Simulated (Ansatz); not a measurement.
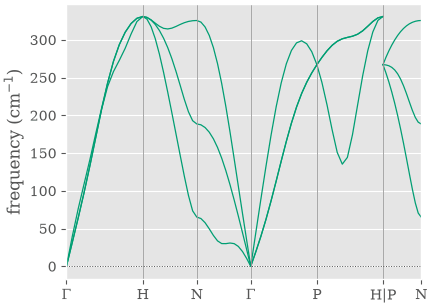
*Phonon dispersion of Li (bcc (W type), Im-3m), DFT-r²SCAN in the program Ansatz with PAW potentials; imaginary frequencies are drawn negative*

**Question.** Is this phase dynamically stable?

**Answer.** Yes, on this path no branch is imaginary.

**Question.** How high does the spectrum reach?

**Answer.** About 330 cm⁻¹ (9.9 THz).

The r²SCAN relaxation kept the symmetry of its start. As this level gives no gap, phonon frequencies hold no LO–TO term and depend on the k-mesh and smearing (Fermi–Dirac, 0.1 eV here).

Potentials: the later of the program's two PAW sets.
